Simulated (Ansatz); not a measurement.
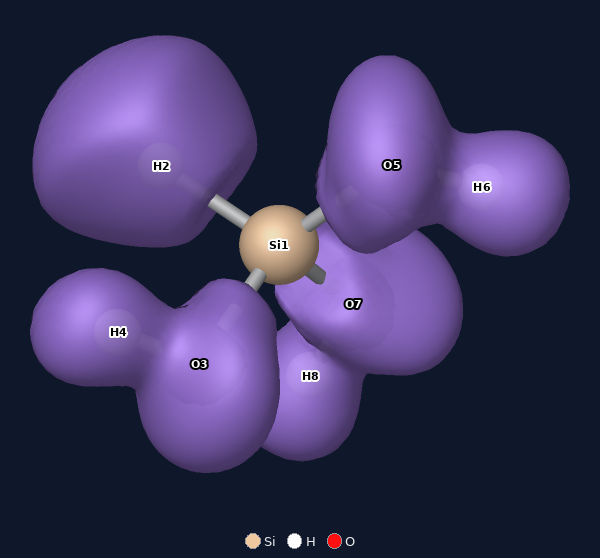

The picture shows: H$_{4}$O$_{3}$Si. Isosurface of the electron localisation function at 0.75 (purple), seen at an oblique angle. Core shells and regions of very low density are left out.

Not at a stationary point (largest force 1.3 eV/Å).

Level of theory: RKS PBE0-D4/6-31G* in Ansatz.

```xyz
8

Si   -0.0100   -0.0787    0.2696
H     0.4106    0.0427    1.6545
O     1.4886   -0.5647   -0.2338
H     2.1660   -0.3164    0.4020
O    -0.5828    1.3431   -0.3109
H    -1.2713    1.2539   -0.9806
O    -1.1367   -1.2070   -0.1347
H    -0.8346   -2.1214   -0.1268
```

### Where are the electrons localised?

At this value the surface marks out one region around a hydrogen nucleus and three joined regions spread over several atoms (H, O), in which their bonds and any lone pairs are merged. Profiles from the grid: Si–O (1.64 Å): the ELF peaks at about 0.85 between the atoms: a shared but strongly polarised pair. O–H (0.96 Å): the ELF climbs to about 1 towards the hydrogen, as it does in any bond to H: an ordinary covalent bond to hydrogen.
